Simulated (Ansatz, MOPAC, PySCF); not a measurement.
HCl (SMILES Cl) and SiH4 (SMILES [SiH4]) are pulled apart as rigid monomers along the line of their centres of mass, from the B3LYP-D3(BJ)/def2-TZVP minimum. Starting geometry (charge 0, multiplicity 1):
```xyz
7

Cl     0.626     1.138    -0.225
H      1.119    -0.034    -0.058
Si    -0.178    -0.081     3.254
H     -0.315     1.388     3.335
H     -1.159    -0.629     2.291
H     -0.416    -0.678     4.589
H      1.191    -0.431     2.808
```

Interaction energies with rigid monomers; basis-set methods are counterpoise corrected unless marked otherwise.

Rows in 6-31G*, LANL2DZ carry no dispersion term and start afresh at each structure (6-31G* with six Cartesian d functions). LANL2DZ brings its own core potentials from Na on. The state that PM6 reach isn't checked.

The values were computed with Ansatz (Gaussian basis) for Hartree–Fock, density functionals and correlated methods; MOPAC for PM6 (differences of heats of formation); PySCF for 6-31G* rows, LANL2DZ rows, the dispersion terms. 

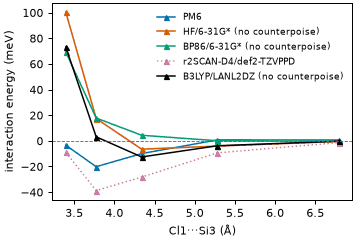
Interaction energy against separation

Q: Which level binds most strongly at Cl1···Si3 = 3.77, and by how much?

A: r2SCAN-D4/def2-TZVPPD, -39 meV.

Ansatz is a quantum-chemistry and plane-wave program.
